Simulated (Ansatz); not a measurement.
Input

```
crystal:
  periodic: [false, false, false]
  atoms:
    - { symbol: Si, position_ang: [-0.99048, 1.36118, -1.05659] }
    - { symbol: S, position_ang: [0.14694, -0.33373, -1.12273] }
    - { symbol: Si, position_ang: [0.86566, -1.19241, 0.9215] }
    - { symbol: H, position_ang: [-2.43728, 1.31639, -0.95773] }
    - { symbol: H, position_ang: [-0.40002, 2.67722, -1.20923] }
    - { symbol: H, position_ang: [1.56735, -2.35217, 0.40195] }
    - { symbol: H, position_ang: [-0.40746, -1.40148, 1.59971] }
    - { symbol: H, position_ang: [1.65529, -0.075, 1.42312] }
total_charge: 1
basis:
  gaussian: { orbitals: def2-SVPD }
hamiltonian:
  xc: pbe0
  dispersion: d4
relax:
  f_tol: 0.02
  max_steps: 50
output:
  orbitals: {}
```

Command:

```sh
ansatz run input.yaml --threads 2 --pin off --max-ram 3072MiB --backend cpu --events-out ev --progress --plain --runs-dir out
```

The fields are those of the relaxed geometry.

These are results of RKS PBE0-D4/def2-SVPD in Ansatz 0.2.0, not measurements.

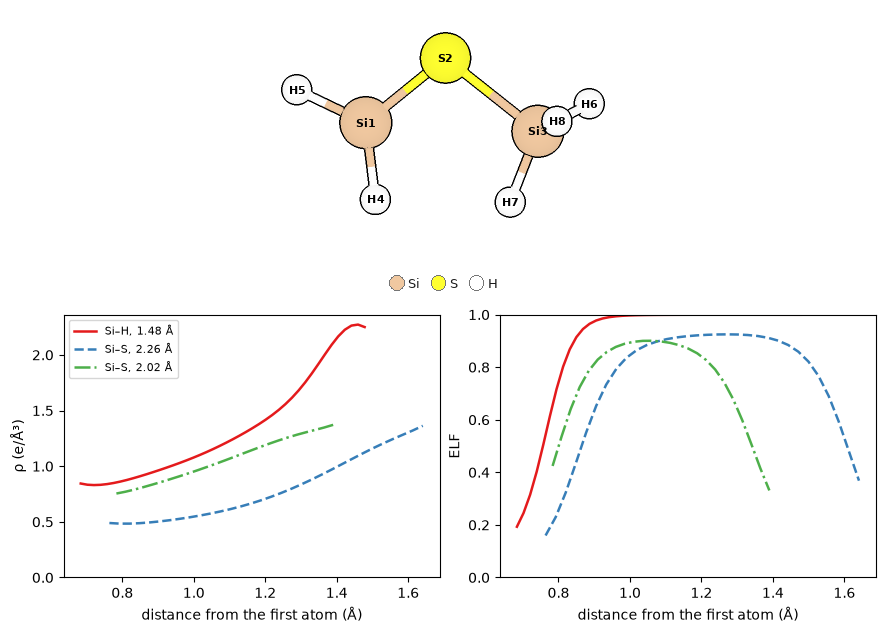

H₅SSi₂ (charge +1). Total electron density and ELF along straight lines between neighbouring atoms. The curves leave out the atomic cores. The structure is drawn too.

Question: What can be read from the curves?

Answer: Si–H (1.48 Å): ρ at the midpoint is about 0.83 e/Å³; the ELF climbs to about 1 towards the hydrogen, as it does in any bond to H.
Si–S (2.26 Å): ρ at the midpoint is about 0.64 e/Å³, with its minimum of 0.48 e/Å³ about 0.8 Å from Si; the ELF peaks at about 0.90 between the atoms; a covalent bond.
Si–S (2.02 Å): ρ at the midpoint is about 0.96 e/Å³; the ELF peaks at about 0.90 between the atoms: localised, covalent bonding.
